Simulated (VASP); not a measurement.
Band structure of Mg₂Sn (antifluorite). Calculation: PBE GGA with D3 dispersion (Becke-Johnson damping), VASP's PBE PAW potentials (set 64) (plane waves; VASP 6.6.1).

Unless said otherwise, spin-orbit coupling is left out, though it shifts the bands of the heavy elements here.

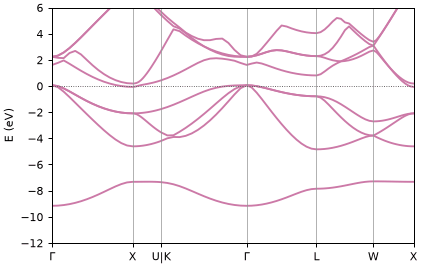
*Bands along high-symmetry lines, zero at the valence-band maximum or, without a gap, the Fermi level*

Task: Read the plot: is there a gap, and where are the band edges?

Result: It has no gap at this level: it comes out as a metal or semimetal. (Edges off the drawn lines would not show.)

Measured: gap 0.36 eV (computed value off by -0.36 eV), as given by Byungki Ryu et al., Journal of the Korean Physical Society (2019), arXiv:1905.06140.

The compound is Mg2Sn in the antifluorite structure. It was relaxed first.
